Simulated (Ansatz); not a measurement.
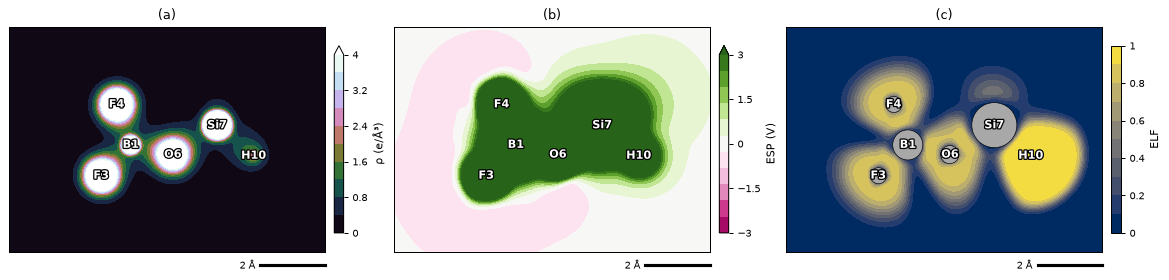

Figure 1: BF$_{2}$H$_{3}$OSi···H$_{2}$. (a) total electron density; (b) electrostatic potential; (c) ELF on the plane of atoms O6, Si7 and H10. Grey discs cover the atomic cores in the ELF map.

The product side of a reaction path; geometry: PBE0-D4/def2-TZVP.

All numbers below come from RKS PBE0-D4/def2-TZVPP in Ansatz 0.2.0.

```
atom    x (Å)    y (Å)    z (Å)
   B  -0.6094  -1.1996   0.2903
   H   2.1763  -1.3469  -0.5904
   F  -1.0185  -2.3216  -0.2696
   F   0.0340  -1.2900   1.4487
   H   1.8695  -1.3663  -1.2711
   O  -0.8520  -0.0195  -0.2953
  Si  -0.4753   1.5489   0.0975
   H   0.9966   1.6978   0.1965
   H  -1.1119   1.9060   1.3880
   H  -1.0093   2.3911  -0.9946
```

**What do the fields say about this system?**

The plane passes through B, F, O, Si and H nuclei.
B–F (1.32 Å): ρ at the midpoint is about 2.3 e/Å³; the ELF peaks at about 0.85 between the atoms: a shared but strongly polarised pair.
B–O (1.34 Å): the density is about 2.2 e/Å³ at the midpoint; the ELF peaks at about 0.90 between the atoms; a polar covalent bond.
Si–O (1.66 Å): ρ is about 1.1 e/Å³ halfway; the ELF peaks at about 0.85 between the atoms; a shared but strongly polarised pair.
Si–H (1.48 Å): ρ is about 0.83 e/Å³ halfway; the ELF climbs to about 1 towards the hydrogen, as it does in any bond to H.
The ELF also peaks beside F3, O6 and F4, away from the bonds: lone-pair regions.
Outside the dense part of the complex the potential is most negative (−0.8 V) near O6.
